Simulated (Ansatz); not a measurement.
```csv
atom,x (Å),y (Å),z (Å)
N,0.2574,0.1583,1.5023
N,1.5853,-0.4609,-0.7686
N,-0.9315,1.2979,-0.6401
N,-0.9484,-1.3956,-0.8589
Si,-0.0093,-0.1000,-0.1913
H,0.8458,-0.4944,2.0106
H,-0.5207,0.4605,2.0800
H,2.3604,0.1175,-0.4599
H,1.7051,-0.7270,-1.7410
H,-0.6336,2.2090,-0.3060
H,-1.2884,1.3654,-1.5881
H,-0.5881,-2.3428,-0.7986
H,-1.9551,-1.3886,-0.7278
```

Geometry: r2SCAN-D4/def2-SVP.

Method: isolated molecule in a Gaussian basis; Kohn-Sham density functional theory, functional PBE0 (Ansatz 0.2.0).

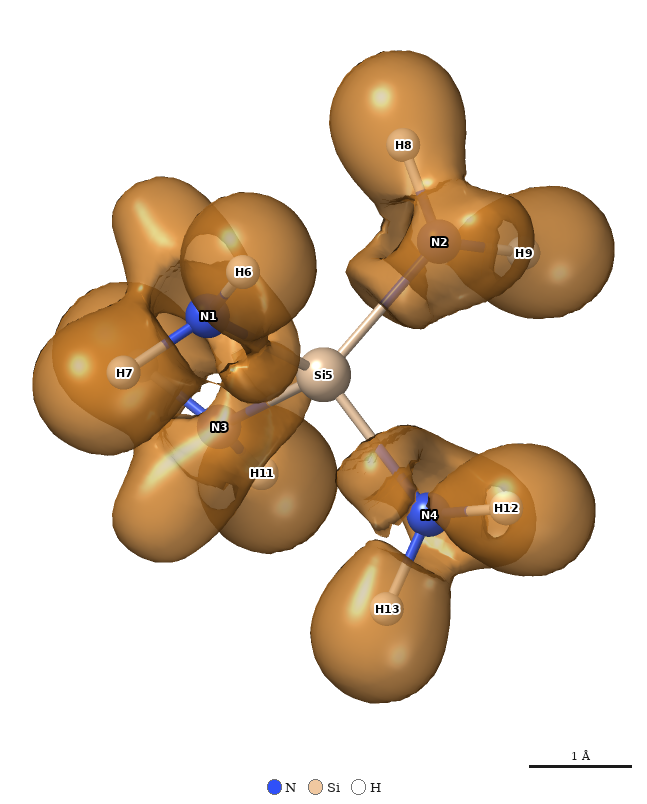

H8N4Si (SMILES N[Si](N)(N)N). Isosurface of the electron localisation function at 0.8 (orange), seen at a tilt. Only the valence region is drawn (cores and ρ < 0.01 e/Å³ removed).

Q: What do the ELF domains correspond to?

A: At this value the surface marks out four joined regions spread over several atoms (H, N), in which their bonds and any lone pairs are merged. Profiles from the grid: Si–N (1.73 Å): the ELF peaks at about 0.95 between the atoms, as expected for a shared but strongly polarised pair. N–H (1.02 Å): the ELF climbs to about 1 towards the hydrogen, as it does in any bond to H; a covalent bond by its length.
